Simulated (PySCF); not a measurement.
# One shape, several levels: doublet [S2F2]+

We compute a comparison of 6 runs (U-r2SCAN/6-311+G**, UB3LYP/6-311+G**, UBHLYP/6-311+G**, UM06-2X/6-311+G**, UPBE/6-311+G**, USVWN5/6-311+G**) of doublet [S2F2]+. 

The results are computed with PySCF 2.14.0.

1 further run of the same task is left out (set aside as unsound or not needed).

**1. The system as given**

[S2F2]+: 4 atoms, total charge +1, spin state doublet. SMILES of the parent species: `FSSF`. The shape is that of a PBE0-D4/def2-TZVP optimisation. That shape belongs to the parent species and isn't relaxed for this state.

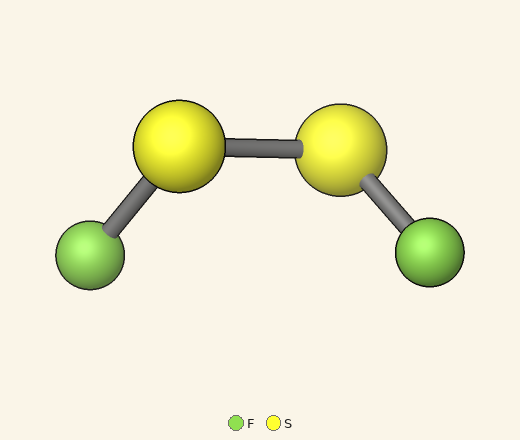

Viewed from a chosen angle; fluorine green, sulfur yellow.

**2. A single-point energy at U-r2SCAN/6-311+G(d,p) (run 1)**

The input, run.py:

```python
from pyscf import gto, dft

molecule = gto.M(
    atom='F -1.783750 -0.199930 -0.621590; S -0.467670 0.764150 -0.632370; S 1.044990 -0.276390 -0.184720; F 1.206410 -0.287820 1.438680',
    spin=1,
    verbose=3,
    max_memory=1860,
    basis='6-311+g**',
    charge=1,
)

mf = dft.UKS(molecule)
mf.xc = 'r2scan'
mf.grids.level = 5
mf.conv_tol = 1e-10
mf.kernel()
if not mf.converged:
    mf = mf.newton().run(mf.mo_coeff, mf.mo_occ)

energy = mf.e_tot
print('Final energy', energy)
```

Command:

```
$ OMP_NUM_THREADS=1 python run.py
```

The log of the run:

```text
WARN: HOMO -0.2832338141626 >= LUMO -0.283233814162598

WARN: HOMO -0.517114906268962 >= LUMO -0.516719735042712

SCF not converged.
SCF energy = -995.562514461444 after 50 cycles  <S^2> = 0.76162823  2S+1 = 2.0115946
converged SCF energy = -995.562514462691  <S^2> = 0.76162817  2S+1 = 2.0115946
Final energy -995.5625144626906
```

Run time: 2.1 min. Hardware: 1 thread of Arm Neoverse V1, shared host; peak memory 0.88 GiB.

**3. The energy at UB3LYP/6-311+G(d,p) (run 2)**

The input, run.py:

```python
from pyscf import gto, dft

system = gto.M(
    atom='F -1.783750 -0.199930 -0.621590; S -0.467670 0.764150 -0.632370; S 1.044990 -0.276390 -0.184720; F 1.206410 -0.287820 1.438680',
    basis='6-311+g**',
    max_memory=1860,
    charge=1,
    verbose=4,
    spin=1,
)

calc0 = dft.UKS(system)
calc0.xc = 'b3lyp'
calc0.conv_tol = 1e-10
calc0.grids.level = 5
calc0.kernel()
if not calc0.converged:
    calc0 = calc0.newton().run(calc0.mo_coeff, calc0.mo_occ)

etot = calc0.e_tot
print(f'total energy: {etot:.8f} hartree')
```

Command:

```
$ OMP_NUM_THREADS=1 python run.py
```

The log of the run:

```text
PySCF version 2.14.0

[... 53 lines left out ...]
WARN: HOMO -0.286671225472861 >= LUMO -0.286671225472868
[... 58 lines left out ...]
converged SCF energy = -995.722949719367  <S^2> = 0.76280204  2S+1 = 2.0127613
total energy: -995.72294972 hartree
```

Run time: 38 s. Hardware: 1 thread of Arm Neoverse V1, shared host; peak memory 0.55 GiB.

Runs 3 to 4 aren't shown in full; the table further down has their settings and results.

**4. The energy at UPBE/6-311+G(d,p) (run 5)**

The input, run.py:

```python
from pyscf import gto, dft

mol = gto.M(
    atom='''
F     -1.783750    -0.199930    -0.621590
S     -0.467670     0.764150    -0.632370
S      1.044990    -0.276390    -0.184720
F      1.206410    -0.287820     1.438680
''',
    spin=1,
    verbose=4,
    charge=1,
    basis='6-311+g**',
    max_memory=1860,
)

mf = dft.UKS(mol)
mf.xc = 'pbe'
mf.grids.level = 5
mf.conv_tol = 1e-10
mf.kernel()
if not mf.converged:
    mf = mf.newton().run(mf.mo_coeff, mf.mo_occ)

e_final = mf.e_tot
print('Final energy', e_final)
```

Command:

```
$ OMP_NUM_THREADS=1 python run.py
```

The log of the run:

```text
PySCF version 2.14.0

[... 56 lines left out ...]
WARN: HOMO -0.273968634042266 >= LUMO -0.273968634042271
[... 58 lines left out ...]
converged SCF energy = -995.193169247531  <S^2> = 0.75484548  2S+1 = 2.0048396
Final energy -995.1931692475307
```

Run time: 34 s. Hardware: 1 thread of Arm Neoverse V1, shared host; peak memory 0.55 GiB.

**5. A single-point energy at USVWN5/6-311+G(d,p) (run 6)**

The input, run.py:

```python
from pyscf import gto, dft

mol = gto.M(
    atom='''
F     -3.370799    -0.377813    -1.174635
S     -0.883768     1.444034    -1.195006
S      1.974745    -0.522301    -0.349070
F      2.279784    -0.543901     2.718711
''',
    unit='bohr',
    spin=1,
    charge=1,
    basis='6-311+g**',
    verbose=3,
    max_memory=1860,
)

myscf = dft.UKS(mol, xc='svwn')
myscf.grids.level = 5
myscf.conv_tol = 1e-10
myscf.kernel()
if not myscf.converged:
    myscf = myscf.newton().run(myscf.mo_coeff, myscf.mo_occ)

e_tot = myscf.e_tot
print('E(%s) = %.9f' % ('SVWN5', e_tot))
```

Command:

```
$ OMP_NUM_THREADS=1 python run.py
```

The log of the run:

```text
converged SCF energy = -991.741001967795  <S^2> = 0.75216384  2S+1 = 2.0021627
E(SVWN5) = -991.741001968
```

Run time: 23 s. Hardware: 1 thread of Arm Neoverse V1, shared host; peak memory 0.37 GiB.

**6. All runs side by side**

```
run               level  energy (Eh)  HOMO energy (eV)  LUMO energy (eV)   ⟨S²⟩  wall time
  1  U-r2SCAN/6-311+G**  -995.562514            -14.77            -14.27  0.762    2.1 min
  2    UB3LYP/6-311+G**  -995.722950            -15.52            -13.72  0.763       38 s
  3    UBHLYP/6-311+G**  -995.589592            -16.82            -12.60  0.780       41 s
  4   UM06-2X/6-311+G**  -995.572691            -16.95            -12.78  0.765       87 s
  5      UPBE/6-311+G**  -995.193169            -14.49            -14.25  0.755       34 s
  6    USVWN5/6-311+G**  -991.741002            -14.68            -14.54  0.752       23 s
```

**7. Summary of results**

```
                                 quantity          value
                      run 6: total energy  -991.74100 Eh
run 6: HOMO energy (highest over α and β)      -14.68 eV
 run 6: LUMO energy (lowest over α and β)      -14.54 eV
                              run 6: ⟨S²⟩          0.752
```

**Reading.** Totals of different functionals can't be ranked against each other. All runs together took 5.8 min, the longest 2.1 min.
